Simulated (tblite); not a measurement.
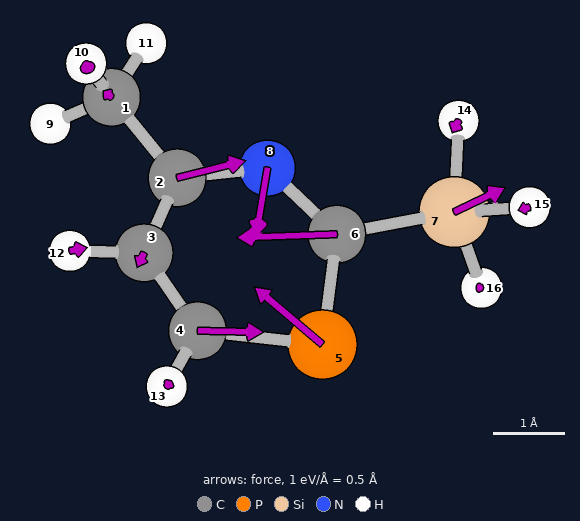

Starting geometry of C5H8NPSi with the computed forces as purple arrows. The picture is a ball-and-stick view, seen at a tilt.

Method: GFN2-xTB geometry optimisation, gas phase (tblite 0.8.0). 

Q: Is this structure relaxed? If not, where do the atoms go?

A: It isn't relaxed: the largest force vector, on C6, is 3.06 eV/Å. The final displacements follow the starting forces only in part (cosine between the two patterns 0.40). H14 moves most after the best rigid fit: 0.21 Å. Largest moves by element: H 0.21 Å, C 0.08 Å, N 0.07 Å, P 0.05 Å, Si 0.04 Å. Near-neighbour distances that change, for instance: C4–P5 1.834 → 1.738 Å, P5–C6 1.841 → 1.760 Å, C6–Si7 1.845 → 1.901 Å, C2–N8 1.373 → 1.323 Å. Bond angles that change, for instance: H14–Si7–H15 106.6° → 111.6°, C6–Si7–H14 112.7° → 108.0°, Si7–C6–N8 118.2° → 114.6°. Over 40 geometry steps the energy falls by 9.42 kcal/mol.
